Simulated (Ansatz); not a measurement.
# BH3SeSi (SMILES B1[SiH2][Se]1): what the fields show

```xyz
6

B    -1.0397    0.4673    0.3343
Se   -0.4651    2.0757   -0.5234
Si    0.9000    0.4730    0.4671
H     1.6417    0.9582    1.6616
H    -2.1159   -0.0050    0.5227
H     1.7922   -0.2406   -0.4854
```

Geometry: PBE0-D3(BJ)/pcseg-1.

These are results of isolated molecule in a Gaussian basis; Kohn-Sham density functional theory, functional PBE0 in Ansatz 0.2.0, not measurements.

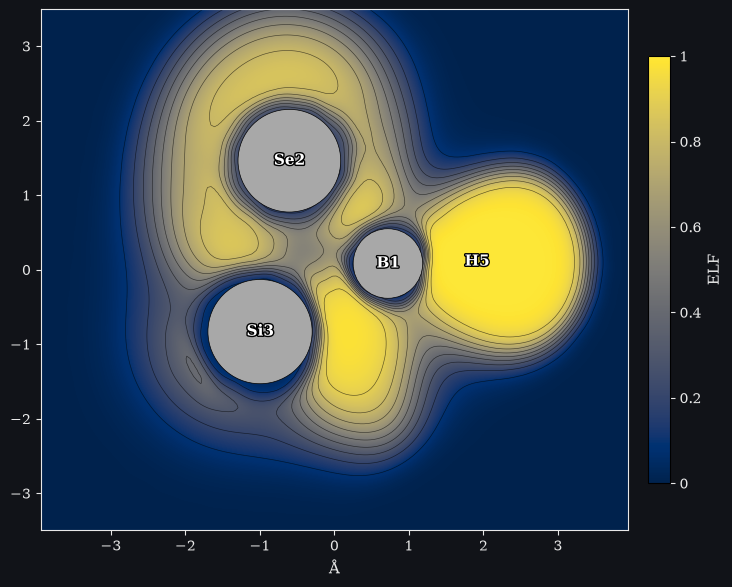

Figure 1. ELF on the plane of atoms Se2, B1 and Si3. Grey discs cover the atomic cores.

> Describe what can be read from this map.

- The section cuts through B, Se, Si and H sites.
- B–Se (1.91 Å): the ELF peaks at about 0.80 between the atoms, as expected for a covalent bond.
- Si–B (1.94 Å): the ELF peaks at about 0.90 between the atoms: a covalent bond.
- Si–Se (2.33 Å): the ELF peaks at about 0.70 between the atoms.
- B–H (1.19 Å): the ELF climbs to about 1 towards the hydrogen, as it does in any bond to H; an ordinary covalent bond to hydrogen.
- The ELF also peaks beside Se2, away from the bonds: lone-pair regions.

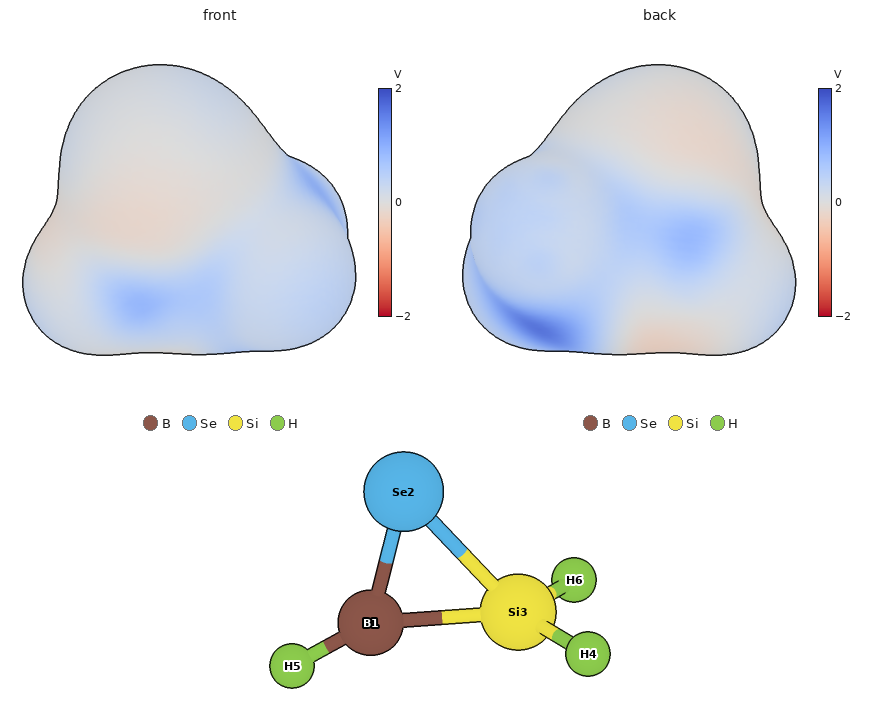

Figure 2. The electrostatic potential painted on the density surface at 0.002 e/bohr³, seen from the front and from behind; red is negative and blue positive. The bare structure is drawn below in the same view.

> Where is the surface potential most negative and most positive?

The most negative region (about −0.2 V) lies over H5, the most positive (about +1.5 V, or +35 kcal/mol for a unit charge) over Si3.

> What dipole moment does the calculation give?

Its dipole moment is 0.85 D.

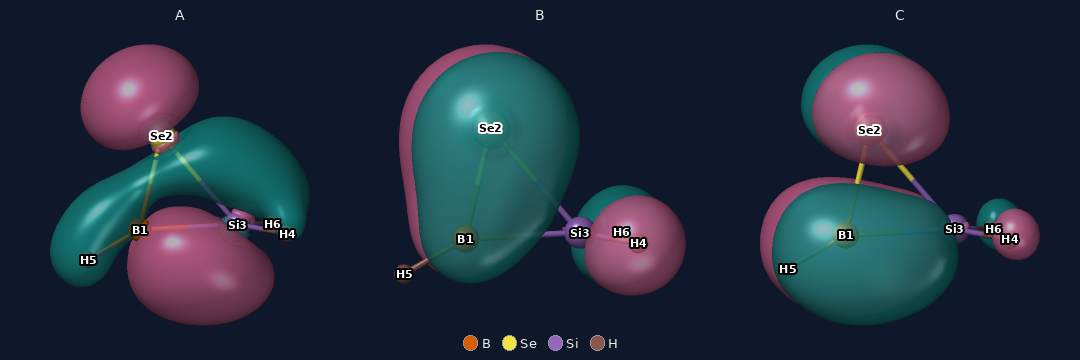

Figure 3. Three frontier orbitals at ±0.08 Å⁻³ᐟ² (teal and pink are the two phases), in no order.

> Which picture is the HOMO−1, the HOMO and the LUMO?

B is the HOMO−1 (−7.87 eV). Its weight (Hirshfeld) is mainly on Se2 (about 65 %), B1 (about 15 %) and Si3 (about 10 %). A is the HOMO (−7.32 eV). By Hirshfeld shares it lies mainly on Si3 (about 35 %), Se2 (about 30 %) and B1 (about 25 %). C is the LUMO (−2.03 eV). By Hirshfeld shares it lies mainly on B1 (about 45 %), Se2 (about 30 %) and Si3 (about 15 %); π-antibonding (π*) across B1–Se2.

> What is the HOMO–LUMO gap?

5.29 eV between the orbital energies.
